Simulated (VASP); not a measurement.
# Sb2Pd: structure and properties in VASP

How well does PBEsol reproduce what experiment finds for Sb2Pd? The cell is relaxed first, and properties follow on it. The steps: relaxing cell and atoms (PBEsol), density, ELF and potential (PBEsol), band structure (PBEsol), total and projected DOS (PBEsol), band structure (PBEsol + SOC), volume scan with PBEsol and fit for PBEsol. The start is a cell from a database of measured crystal structures.

Calculated with VASP 6.6.1; PBEsol; plane waves and PAW (Sb, Pd), in the first sound run; inputs show where later runs differ.

**Measured values to reproduce.**

For PdSb2, pyrite-type cubic (crushed flux-grown single crystals, 300 K), “Fermions and bosons in nonsymmorphic PdSb2 with sixfold degeneracy” (2019, arxiv:1904.08014) gives, by powder X-ray diffraction: lattice constant a (cubic lattice parameter) 6.464 Å [room-temperature powder XRD on crushed flux-grown crystals].

### 1. The structure

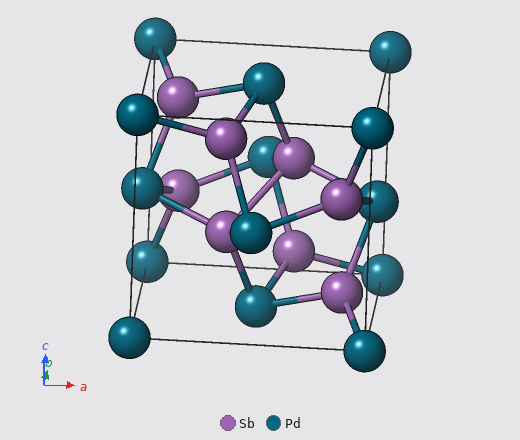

Start, viewed slightly off an axis; antimony purple, palladium blue. Bonds to atoms that aren't drawn are left out. Some periodic images of atoms are drawn too.

As a file:

```xyz
12
Lattice="6.4584 0.0000 0.0000 0.0000 6.4584 0.0000 0.0000 0.0000 6.4584" Properties=species:S:1:pos:R:3 pbc="T T T"
Sb    2.3961    2.3961    2.3961
Sb    0.8331    4.0623    5.6253
Sb    5.6253    0.8331    4.0623
Sb    4.0623    5.6253    0.8331
Sb    4.0623    4.0623    4.0623
Sb    5.6253    2.3961    0.8331
Sb    0.8331    5.6253    2.3961
Sb    2.3961    0.8331    5.6253
Pd    0.0000    0.0000    0.0000
Pd    3.2292    0.0000    3.2292
Pd    3.2292    3.2292    0.0000
Pd    0.0000    3.2292    3.2292
```

### 2. Relaxing cell and atoms (PBEsol)

The start need not lie at this functional's minimum. ISIF = 3 frees volume, shape and positions, and EDIFFG sets the threshold on forces and stress at which the search stops. PBEsol restores the gradient expansion of exchange and is tuned for the cells of solids.

Input file INCAR:

```
SYSTEM = Sb2Pd
PREC = Accurate
ENCUT = 400
EDIFF = 1E-06
NELM = 100
ISMEAR = 0
SIGMA = 0.05
LREAL = .FALSE.
ALGO = Normal
GGA = PS
NBANDS = 52
LASPH = .TRUE.
LORBIT = 11
LWAVE = .FALSE.
LCHARG = .FALSE.
KPAR = 8
IBRION = 2
NSW = 60
ISIF = 3
EDIFFG = -0.01
```

Input file POSCAR:

```
Sb2Pd
1.0
    6.4584000000      0.0000000000      0.0000000000
    0.0000000000      6.4584000000      0.0000000000
    0.0000000000      0.0000000000      6.4584000000
Sb Pd
8 4
Direct
    0.3710000000      0.3710000000      0.3710000000
    0.1290000000      0.6290000000      0.8710000000
    0.8710000000      0.1290000000      0.6290000000
    0.6290000000      0.8710000000      0.1290000000
    0.6290000000      0.6290000000      0.6290000000
    0.8710000000      0.3710000000      0.1290000000
    0.1290000000      0.8710000000      0.3710000000
    0.3710000000      0.1290000000      0.8710000000
    0.0000000000      0.0000000000      0.0000000000
    0.5000000000      0.0000000000      0.5000000000
    0.5000000000      0.5000000000      0.0000000000
    0.0000000000      0.5000000000      0.5000000000
```

Input file KPOINTS:

```
Automatic mesh
0
Gamma
4 4 4
0 0 0
```

PAW data sets: Sb and Pd (PBE family, release 64).

Launch:

```console
mpirun -np 8 vasp_std
```

The program printed:

```text
[banner, memory and clock lines left out]
running    8 mpi-ranks, on    1 nodes
 distrk:  each k-point on    1 cores,    8 groups
 distr:  one band on    1 cores,    1 groups

 POSCAR found type information on POSCAR SbPd
 POSCAR found :  2 types and      12 ions
|                                                                             |
|           W    W    AA    RRRRR   N    N  II  N    N   GGGG   !!!           |
|           W    W   A  A   R    R  NN   N  II  NN   N  G    G  !!!           |
|           W    W  A    A  R    R  N N  N  II  N N  N  G       !!!           |
|           W WW W  AAAAAA  RRRRR   N  N N  II  N  N N  G  GGG   !            |
|           WW  WW  A    A  R   R   N   NN  II  N   NN  G    G                |
|           W    W  A    A  R    R  N    N  II  N    N   GGGG   !!!           |
|                                                                             |
|     For optimal performance we recommend to set                             |
|       NCORE = 2 up to number-of-cores-per-socket                            |
|     NCORE specifies how many cores store one orbital (NPAR=cpu/NCORE).      |
|     This setting can greatly improve the performance of VASP for DFT.       |
|     The default, NCORE=1 might be grossly inefficient on modern             |
|     multi-core architectures or massively parallel machines. Do your        |
|     Unfortunately you need to use the default for GW and RPA                |
|     calculations (for HF NCORE is supported but not extensively tested      |
|     yet).                                                                   |
|                                                                             |

|                                                                             |
|               ----> ADVICE to this user running VASP <----                  |
|                                                                             |
|     You enforced a specific xc type in the INCAR file but a different       |
|     [... a line on the potential file left out ...]
|     I HOPE YOU KNOW WHAT YOU ARE DOING!                                     |
|                                                                             |

 LDA part: xc-table for (Slater+PW92), standard interpolation
 POSCAR, INCAR and KPOINTS ok, starting setup
 FFT: planning ... GRIDC
 FFT: planning ... GRID_SOFT
 FFT: planning ... GRID
 WAVECAR not read
 entering main loop
       N       E                     dE             d eps       ncg     rms          rms(c)
DAV:   1     0.402592658743E+03    0.40259E+03   -0.26692E+04  1144   0.106E+03
DAV:   2    -0.406899572640E+02   -0.44328E+03   -0.41823E+03  1292   0.230E+02
DAV:   3    -0.661550313533E+02   -0.25465E+02   -0.24572E+02  1344   0.573E+01
DAV:   4    -0.666529390853E+02   -0.49791E+00   -0.49315E+00  1304   0.840E+00
DAV:   5    -0.666617099899E+02   -0.87709E-02   -0.87685E-02  1288   0.126E+00    0.151E+01
DAV:   6    -0.657761290425E+02    0.88558E+00   -0.84999E+00  1184   0.195E+01    0.698E+00
DAV:   7    -0.651427279871E+02    0.63340E+00   -0.23652E+00  1180   0.113E+01    0.515E+00
DAV:   8    -0.650394662891E+02    0.10326E+00   -0.44425E-01  1208   0.229E+00    0.100E+00
DAV:   9    -0.650155640790E+02    0.23902E-01   -0.68108E-02  1208   0.171E+00    0.289E-01
DAV:  10    -0.650158623427E+02   -0.29826E-03   -0.75873E-03  1168   0.336E-01    0.113E-01
DAV:  11    -0.650158877271E+02   -0.25384E-04   -0.46236E-04  1364   0.138E-01    0.710E-02
DAV:  12    -0.650158659483E+02    0.21779E-04   -0.10900E-04  1184   0.717E-02    0.429E-02
DAV:  13    -0.650158635576E+02    0.23907E-05   -0.77571E-06  1192   0.102E-02    0.893E-03
DAV:  14    -0.650158635700E+02   -0.12366E-07   -0.59241E-07   572   0.354E-03
   1 F= -.65015864E+02 E0= -.65014596E+02  d E =-.650159E+02
 curvature:   0.00 expect dE= 0.000E+00 dE for cont linesearch  0.000E+00
 trial: gam= 0.00000 g(F)=  0.981E-02 g(S)=  0.450E-03 ort = 0.000E+00 (trialstep = 0.100E+01)
 search vector abs. value=  0.103E-01
 bond charge predicted
       N       E                     dE             d eps       ncg     rms          rms(c)
DAV:   1    -0.650267014866E+02   -0.10838E-01   -0.19575E-01  1152   0.198E+00    0.456E-01
DAV:   2    -0.650246881213E+02    0.20134E-02   -0.33577E-02  1248   0.122E+00    0.290E-01
DAV:   3    -0.650232838846E+02    0.14042E-02   -0.44569E-03  1192   0.495E-01    0.968E-02
DAV:   4    -0.650231830106E+02    0.10087E-03   -0.59104E-04  1216   0.751E-02    0.418E-02
DAV:   5    -0.650231561011E+02    0.26910E-04   -0.11517E-04  1248   0.622E-02    0.224E-02
DAV:   6    -0.650231558638E+02    0.23731E-06   -0.16624E-05  1196   0.275E-02    0.736E-03
DAV:   7    -0.650231550181E+02    0.84568E-06   -0.14439E-06   572   0.939E-03
   2 F= -.65023155E+02 E0= -.65021728E+02  d E =-.729145E-02
[...]
3 F= -.65024693E+02 E0= -.65023112E+02  d E =-.882947E-02
[...]
4 F= -.65024716E+02 E0= -.65023150E+02  d E =-.885274E-02
[...]
5 F= -.65024178E+02 E0= -.65022354E+02  d E =0.538012E-03
 trial-energy change:    0.000538  1 .order    0.000536   -0.002796    0.003869
 step:   0.4804(harm=  0.4804)  dis= 0.00074  next Energy=   -65.025303 (dE=-0.587E-03)
 bond charge predicted
       N       E                     dE             d eps       ncg     rms          rms(c)
DAV:   1    -0.650334602225E+02   -0.92818E-02   -0.11405E-01  1152   0.197E+00    0.641E-01
DAV:   2    -0.650281812554E+02    0.52790E-02   -0.52828E-02  1192   0.164E+00    0.367E-01
DAV:   3    -0.650254763348E+02    0.27049E-02   -0.74084E-03  1180   0.642E-01    0.925E-02
DAV:   4    -0.650253166311E+02    0.15970E-03   -0.12520E-03  1196   0.111E-01    0.394E-02
DAV:   5    -0.650252789232E+02    0.37708E-04   -0.15565E-04  1196   0.812E-02    0.260E-02
DAV:   6    -0.650252816724E+02   -0.27492E-05   -0.18837E-05  1208   0.276E-02    0.112E-02
DAV:   7    -0.650252787959E+02    0.28764E-05   -0.73423E-06  1116   0.195E-02    0.127E-03
DAV:   8    -0.650252792025E+02   -0.40655E-06   -0.13366E-06   572   0.426E-03
   6 F= -.65025279E+02 E0= -.65023608E+02  d E =-.562889E-03
 curvature:  -0.30 expect dE=-0.840E-06 dE for cont linesearch -0.235E-08
 trial: gam=-0.01572 g(F)=  0.158E-05 g(S)=  0.122E-05 ort = 0.489E-05 (trialstep = 0.101E+01)
 search vector abs. value=  0.340E-05
 reached required accuracy - stopping structural energy minimisation
```

It took 2.3 min on 8 MPI ranks of Intel Xeon Platinum 8259CL at 2.50GHz (Skylake/Cascade Lake), shared host; peak memory 2.8 GiB; 15 min of CPU time.

The logs omit lines about the potential files and the build; timing stands in the text.

Parts of OUTCAR (step 2):

```text
ion  position               nearest neighbor table
   1  0.371  0.371  0.371-  10 2.67  11 2.67  12 2.67   5 2.89   6 3.59   7 3.59   8 3.59   8 3.59
                             7 3.59   6 3.59
   2  0.129  0.629  0.871-   9 2.67  11 2.67  12 2.67   6 2.89   5 3.59   7 3.59   8 3.59   7 3.59
                             8 3.59   5 3.59
   3  0.871  0.129  0.629-   9 2.67  10 2.67  12 2.67   7 2.89   6 3.59   5 3.59   8 3.59   6 3.59
                             5 3.59   8 3.59
   4  0.629  0.871  0.129-   9 2.67  10 2.67  11 2.67   8 2.89   6 3.59   7 3.59   5 3.59   5 3.59
                             6 3.59   7 3.59
   5  0.629  0.629  0.629-  10 2.67  11 2.67  12 2.67   1 2.89   2 3.59   3 3.59   4 3.59   4 3.59
                             3 3.59   2 3.59
   6  0.871  0.371  0.129-   9 2.67  11 2.67  12 2.67   2 2.89   1 3.59   3 3.59   4 3.59   3 3.59
                             4 3.59   1 3.59
   7  0.129  0.871  0.371-   9 2.67  10 2.67  12 2.67   3 2.89   2 3.59   1 3.59   4 3.59   2 3.59
                             1 3.59   4 3.59
   8  0.371  0.129  0.871-   9 2.67  10 2.67  11 2.67   4 2.89   2 3.59   3 3.59   1 3.59   1 3.59
                             2 3.59   3 3.59
   9  0.000  0.000  0.000-   2 2.67   3 2.67   4 2.67   6 2.67   7 2.67   8 2.67
  10  0.500  0.000  0.500-   1 2.67   3 2.67   4 2.67   5 2.67   7 2.67   8 2.67
  11  0.500  0.500  0.000-   1 2.67   2 2.67   4 2.67   5 2.67   6 2.67   8 2.67
  12  0.000  0.500  0.500-   1 2.67   2 2.67   3 2.67   5 2.67   6 2.67   7 2.67

  LATTYP: Found a simple cubic cell.
 ALAT       =     6.4584000000

 Subroutine GETGRP returns: Found 24 space group operations
 (whereof  6 operations were pure point group operations)

The static configuration has the point symmetry S_6 .
 The point group associated with its full space group is T_h .

 Found     11 irreducible k-points:

   k-points           NKPTS =     11   k-points in BZ     NKDIM =     11   number of bands    NBANDS=     52

   dimension x,y,z NGX =    42 NGY =   42 NGZ =   42
   dimension x,y,z NGXF=    84 NGYF=   84 NGZF=   84

   ENCUT  =  400.0 eV  29.40 Ry    5.42 a.u.  10.53 10.53 10.53*2*pi/ulx,y,z

   NELECT =      80.0000    total number of electrons

 k-points in reciprocal lattice and weights: Automatic mesh
   0.00000000  0.00000000  0.00000000       0.016
   0.25000000  0.00000000  0.00000000       0.094
   0.50000000  0.00000000  0.00000000       0.047
   0.25000000  0.25000000  0.00000000       0.188
   0.50000000  0.25000000  0.00000000       0.094
  -0.25000000  0.50000000  0.00000000       0.094
   0.50000000  0.50000000  0.00000000       0.047
   0.25000000  0.25000000  0.25000000       0.125
   0.50000000  0.25000000  0.25000000       0.188
   0.50000000  0.50000000  0.25000000       0.094
   0.50000000  0.50000000  0.50000000       0.016

 average (electrostatic) potential at core
       1 -83.7497       2 -83.7497       3 -83.7497       4 -83.7497       5 -83.7497
       6 -83.7497       7 -83.7497       8 -83.7497       9 -72.4612      10 -72.4612
      11 -72.4612      12 -72.4612

 E-fermi :   8.7125

 k-point     1 :       0.0000    0.0000    0.0000
  band No.  band energies     occupation
    ...
     39       8.2167      2.00000
     40       8.2167      2.00000
     41       8.5018      2.00000
     42       8.5018      2.00000
     43       8.5018      2.00000
     44       9.6082      0.00000
     45      11.3974      0.00000
     46      11.3974      0.00000
     47      11.3974      0.00000
     48      12.9651      0.00000
    ...

 k-point     2 :       0.2500    0.0000    0.0000
  band No.  band energies     occupation
    ...
     37       7.4044      2.00000
     38       7.9186      2.00000
     39       7.9646      2.00000
     40       8.5931      1.99926
     41       8.6895      1.48543
     42       8.7622      0.15994
     43       9.0883      0.00000
     44       9.7382      0.00000
     45      11.2609      0.00000
     46      11.6614      0.00000
    ...

 k-point     3 :       0.5000    0.0000    0.0000
  band No.  band energies     occupation
    ...
     36       7.0291      2.00000
     37       7.4620      2.00000
     38       7.4620      2.00000
     39       8.1246      2.00000
     40       8.1246      2.00000
     41       9.2341      0.00000
     42       9.2341      0.00000
     43      10.0373      0.00000
     44      10.0373      0.00000
     45      10.8585      0.00000
    ...

  Total       -0.0100400     -0.0100400     -0.0100400     -0.0000000      0.0000000      0.0000000
  in kB       -0.0596103     -0.0596103     -0.0596103     -0.0000000      0.0000000      0.0000000
  external PRESSURE =      -0.0596103 kB  Pullay stress =       0.0000000 kB

  energy-cutoff  :      400.00
  volume of cell :      269.85
      direct lattice vectors                 reciprocal lattice vectors
     6.462117097 -0.000000000  0.000000000     0.154748047  0.000000000 -0.000000000
    -0.000000000  6.462117097 -0.000000000     0.000000000  0.154748047  0.000000000
     0.000000000 -0.000000000  6.462117097    -0.000000000  0.000000000  0.154748047

 POSITION                                       TOTAL-FORCE (eV/Angst)
 -----------------------------------------------------------------------------------
      2.40584      2.40584      2.40584        -0.001170     -0.001170     -0.001170
      0.82521      4.05627      5.63690         0.001170      0.001170     -0.001170
      5.63690      0.82521      4.05627        -0.001170      0.001170      0.001170
      4.05627      5.63690      0.82521         0.001170     -0.001170      0.001170
      4.05627      4.05627      4.05627         0.001170      0.001170      0.001170
      5.63690      2.40584      0.82521        -0.001170     -0.001170      0.001170
      0.82521      5.63690      2.40584         0.001170     -0.001170     -0.001170
      2.40584      0.82521      5.63690        -0.001170      0.001170     -0.001170
      0.00000     -0.00000      0.00000        -0.000000      0.000000     -0.000000
      3.23106     -0.00000      3.23106        -0.000000      0.000000     -0.000000
      3.23106      3.23106      0.00000        -0.000000      0.000000     -0.000000
     -0.00000      3.23106      3.23106        -0.000000      0.000000     -0.000000
 -----------------------------------------------------------------------------------
    total drift:                                0.000000     -0.000000     -0.000000

  FREE ENERGIE OF THE ION-ELECTRON SYSTEM (eV)
  ---------------------------------------------------
  free  energy   TOTEN  =       -65.0252792025 eV

  energy  without entropy=      -65.0219375249  energy(sigma->0) =      -65.02360836

 reached required accuracy - stopping structural energy minimisation

 total charge
# of ion       s       p       d       tot
------------------------------------------
    1        1.174   1.178   0.052   2.404
    2        1.174   1.178   0.052   2.404
    3        1.174   1.178   0.052   2.404
    4        1.174   1.178   0.052   2.404
    5        1.174   1.178   0.052   2.404
    6        1.174   1.178   0.052   2.404
    7        1.174   1.178   0.052   2.404
    8        1.174   1.178   0.052   2.404
    9        0.509   0.617   8.522   9.648
   10        0.509   0.617   8.522   9.648
   11        0.509   0.617   8.522   9.648
   12        0.509   0.617   8.522   9.648
--------------------------------------------------
tot         11.430  11.892  34.507  57.829

[... 3 further parts left out ...]
```

CONTCAR:

```
Sb2Pd
   1.00000000000000
     6.4621170970780453   -0.0000000000000000    0.0000000000000000
    -0.0000000000000000    6.4621170970780453   -0.0000000000000000
     0.0000000000000000   -0.0000000000000000    6.4621170970780453
  Sb              Pd
     8     4
Direct
     0.3722996309728642    0.3722996309728642    0.3722996309728642
     0.1277003690271359    0.6277003690271360    0.8722996309728640
     0.8722996309728640    0.1277003690271359    0.6277003690271360
     0.6277003690271360    0.8722996309728640    0.1277003690271359
     0.6277003690271360    0.6277003690271360    0.6277003690271360
     0.8722996309728640    0.3722996309728642    0.1277003690271359
     0.1277003690271359    0.8722996309728640    0.3722996309728642
     0.3722996309728642    0.1277003690271359    0.8722996309728640
     0.0000000000000000    0.0000000000000000    0.0000000000000000
     0.5000000000000000    0.0000000000000000    0.5000000000000000
     0.5000000000000000    0.5000000000000000    0.0000000000000000
     0.0000000000000000    0.5000000000000000    0.5000000000000000
```

The k-mesh is coarse for a metal. The PAW data sets were made with PBE, which is usual practice but a small mismatch for other functionals. The run keeps the 24 symmetry operations of its start, so it cannot find a distortion of lower symmetry.

The steps of the relaxation:

| step | energy less that of the first step (eV) | largest force (eV/Å) | pressure (GPa) | volume (Å³) |
| --- | --- | --- | --- | --- |
| 1 | 0.0000 | 0.1594 | 0.11 | 269.39 |
| 2 | -0.0073 | 0.0773 | -0.09 | 270.01 |
| 3 | -0.0088 | 0.0086 | -0.26 | 270.52 |
| 4 | -0.0089 | 0.0156 | -0.26 | 270.47 |
| 5 | -0.0083 | 0.0270 | 0.35 | 269.00 |
| 6 | -0.0094 | 0.0020 | -0.01 | 269.85 |

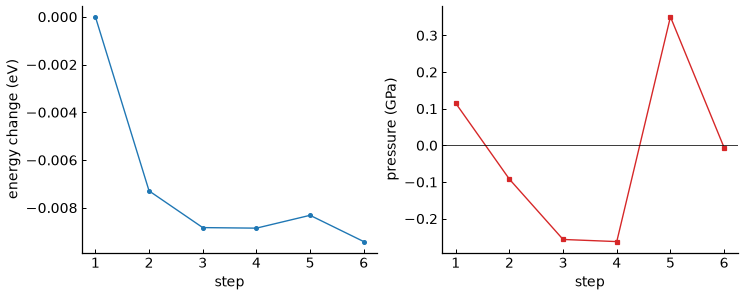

Energy and pressure along the relaxation.

| conventional cell, symmetrised | before | after | change |
| --- | --- | --- | --- |
| a (Å) | 6.458 | 6.462 | +0.1 % |
| b (Å) | 6.458 | 6.462 | +0.1 % |
| c (Å) | 6.458 | 6.462 | +0.1 % |
| volume (Å³/atom) | 22.45 | 22.49 | +0.2 % |

The atoms that moved most (Å, as changes of fractional coordinates times the final cell):

| atom | dx | dy | dz | length |
| --- | --- | --- | --- | --- |
| Sb1 | 0.008 | 0.008 | 0.008 | 0.015 |
| Sb2 | -0.008 | -0.008 | 0.008 | 0.015 |
| Sb3 | 0.008 | -0.008 | -0.008 | 0.015 |
| Sb4 | -0.008 | 0.008 | -0.008 | 0.015 |
| Sb5 | -0.008 | -0.008 | -0.008 | 0.015 |
| Sb6 | 0.008 | 0.008 | -0.008 | 0.015 |
| Sb7 | -0.008 | 0.008 | 0.008 | 0.015 |
| Sb8 | 0.008 | -0.008 | 0.008 | 0.015 |

Final coordinates:

```xyz
12
Lattice="6.4621 0.0000 0.0000 0.0000 6.4621 0.0000 0.0000 0.0000 6.4621" Properties=species:S:1:pos:R:3 pbc="T T T"
Sb    2.4058    2.4058    2.4058
Sb    0.8252    4.0563    5.6369
Sb    5.6369    0.8252    4.0563
Sb    4.0563    5.6369    0.8252
Sb    4.0563    4.0563    4.0563
Sb    5.6369    2.4058    0.8252
Sb    0.8252    5.6369    2.4058
Sb    2.4058    0.8252    5.6369
Pd    0.0000    0.0000    0.0000
Pd    3.2311    0.0000    3.2311
Pd    3.2311    3.2311    0.0000
Pd    0.0000    3.2311    3.2311
```

Numbers from this step:

```yaml
electrons: 80
bands: 52
irreducible_k_points: 11
symmetry_operations: 24
free_energy_toten: -65.0253 eV
energy_at_zero_smearing: -65.0236 eV
fermi_energy: 8.713 eV
pressure: -0.005961 GPa
metallic: yes
scf_cycles_over_all_ionic_steps: 48
```

It ends with a largest force of 0.002 eV/Å and a pressure of -0.01 GPa. The volume lies +0.2 % from that of the database's start.

(Part 1 of 5 ends here.)

[Lines on the potential files, build, host, timing and source positions are cut from VASP's logs without a mark.]

[Logs are printed without paths, hosts, clocks, repeated set-up lines and the standing remarks that a program may print on its own settings, such as how far it seeks lower states.]

[Hosts, paths, dates, database ids (printed as entryN), source tags and the programs' standing remarks are cut or masked in the printed files.]

[A measured line is paired with the nearest computed mode of its activity, which favours agreement.]
